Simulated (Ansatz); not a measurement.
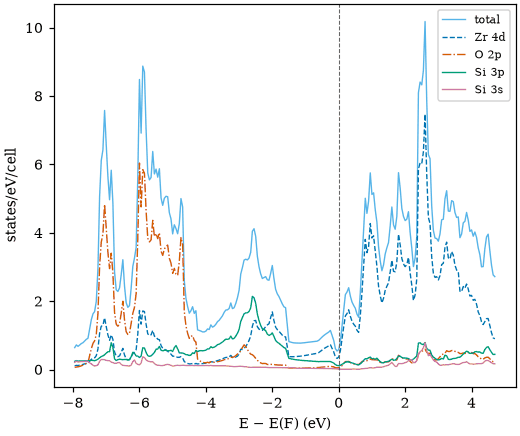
*Total and projected density of states of ZrSiO in space group P4/nmm (No. 129; Zr on 2c, Si on 2a, O on 2c), PBE in the plane-wave PAW code Ansatz*

**Question.** Which orbitals carry the states next to the Fermi level?

**Answer.** Within 0.5 eV of the Fermi level: Zr 4d 68 %, Si 3p 14 %, O 2p 9 %, outside the projected shells 5 %. Projections are on Löwdin-orthogonalised atomic valence shells; empty p or d shells of many metals are not among them.

**Question.** Where is the tallest occupied peak in this window, and what makes it?

**Answer.** Near -5.9 eV, about 8.9 states/eV per cell; the largest projected share is O 2p.

The first step of the workflow began from a Materials Project structure, measured or hypothetical; the Crystallography Open Database copy checked does not list it. Its standing as an ambient phase is unchecked. The cell was relaxed with PBE under the symmetry of its start; whether a distortion lowers the energy is not shown. The run is not spin-polarised. Scalar-relativistic: spin–orbit coupling is off unless named, which matters more the heavier the elements.

Potentials: the later of the program's two PAW sets.
